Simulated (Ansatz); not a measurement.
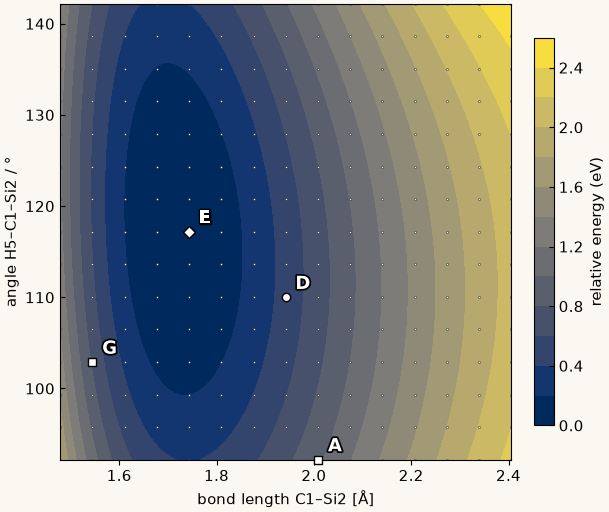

CH₄NSi, SMILES C=[Si+]N, charge +1. Coordinates scanned: (1) bond length C1–Si2; (2) angle H5–C1–Si2. Nothing is relaxed (all other coordinates rigid). Grid: 15 × 15 points. Points are written as (first, second). Energies are in eV, from the relaxed molecule at the same level. Theory: Ansatz 0.2.0, RKS PBE0-D4/def2-TZVP.

Drawn: filled contours, dots at the grid points, lettered points. Between grid points the surface is interpolated.

Q: Is G the lowest point of the computed grid?

A: No. G lies 0.76 eV above the lowest grid point, which is at (1.743 Å, 117.2°).

Q: What kind of point is each of D, E, G: minimum, saddle, maximum or slope?

A: D: on a slope; E: minimum; G: on a slope. (In these two coordinates alone; a stationary point may lie a little off the grid point.)

Q: Rank the lettered points by energy, lowest first.

A: E (0.008 eV), D (0.47 eV), G (0.77 eV), A (0.97 eV).
